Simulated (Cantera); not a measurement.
A closed system holds: 1 mol Pb, 0.063 mol O2, 0.3 mol N2, held at 1327 °C.

These are equilibrium values from Cantera (NASA tables, ideal gas, pure condensed phases), not measurements of a reactor. Candidate condensed phases: Pb, PbO, PbO2, Pb3O4; 12 gas species. Each liquid is taken as pure. Mutual solubility and eutectic melting of coexisting phases are not modelled. Gases not in the tables: (PbO)n polymers. The numbers say what is thermodynamically allowed, not how fast it happens.

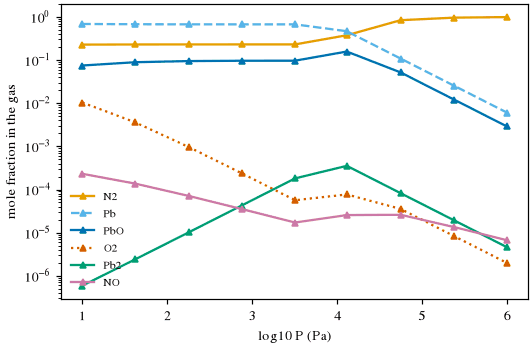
*Equilibrium gas composition (values under 1e-9 drawn at 1e-9)*

From 0.0750 Torr to 24.0 Torr nothing is condensed. At 97.5 Torr the condensed part is Pb(l). From 420 Torr to 7500 Torr the condensed part is Pb(l) + PbO(l).
